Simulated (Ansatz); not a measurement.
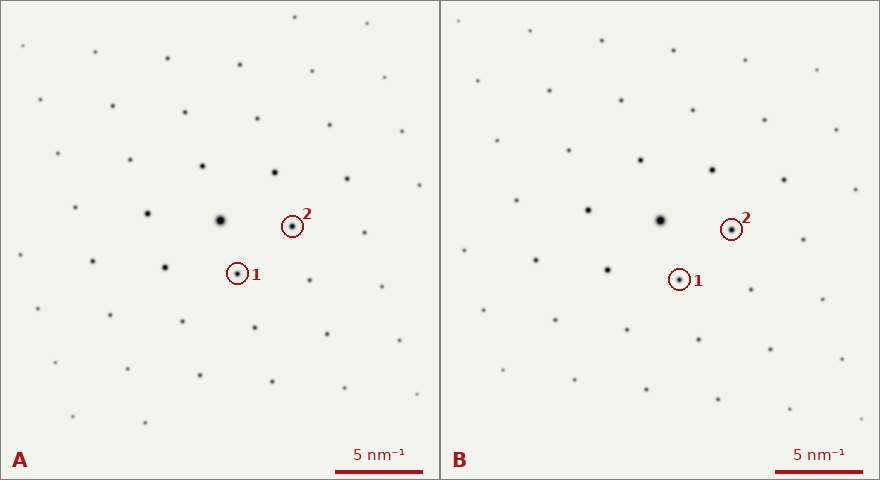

Kinematic electron diffraction patterns (120 kV, B = 0.5 Å², same scale) along [101] of the run's own cell, for the start and the end of one relaxation of B2Pb with Ansatz, DFT PBE, scalar-relativistic, plane waves, PAW. k mesh 18×18×12. The start is a generated model structure, and the relaxation ends in the nearest stationary point of its symmetry, not necessarily the ground state. Spot 1 is 0 -1 0 and spot 2 is 1 -1 -1 in both.

Start structure:

```
CELL_PARAMETERS angstrom
3.52816 0.00000 0.00000
-1.76408 3.05548 0.00000
0.00000 0.00000 3.80948
ATOMIC_POSITIONS crystal
B 0.33333 0.66667 0.50000
B 0.66667 0.33333 0.50000
Pb 0.00000 0.00000 0.00000
```

> Which pattern belongs to the start structure, and which to the relaxed one?

A is the start: its cell gives d(1) = 3.055 Å, d(2) = 2.384 Å and an angle of 67.0°. B is the relaxed structure, with d(1) = 2.753 Å (-9.9 %), d(2) = 2.391 Å (+0.3 %) and 64.3°.

> What did the relaxation do to the structure and the energy?

The volume changed by +2.8 % to 14.07 Å³ an atom; the fractional coordinates hardly changed; the space group stayed P6/mmm (No. 191); the free energy fell by 350 meV an atom. Relaxed cell: a = 3.178 Å, b = 3.178 Å, c = 4.824 Å, α = 90.00°, β = 90.00°, γ = 120.00°.
